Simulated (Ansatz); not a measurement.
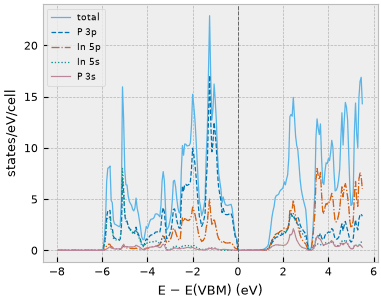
Figure. Total and projected density of states of InP in space group Pm-3n (No. 223; In on 6c, P on 6d), plane-wave PAW PBE (Ansatz code)

Q: Which orbitals carry the states next to the gap?

A: Top 1 eV of the valence band: P 3p 80 %, In 5p 16 %. Bottom 1 eV of the conduction band: In 5s 33 %, In 5p 25 %, P 3p 23 %, P 3s 14 %. Projections are on Löwdin-orthogonalised atomic valence shells; empty p or d shells of many metals are not among them.

Q: Where is the tallest occupied peak in this window, and what makes it?

A: Near -1.2 eV, about 23 states/eV per cell; the largest projected share is P 3p.

The start of the workflow was typed in or built on a structure type; neither database checked (COD, Materials Project) lists it. It is not the phase usual at ambient conditions (space group No. 216). Symmetry was held in the PBE relaxation; its stability against distortions is not shown here. The volume moved by 31 % from the start of the relaxation. Scalar-relativistic: spin–orbit coupling is off unless named, which matters more the heavier the elements.

Potentials: the later of the program's two PAW sets.
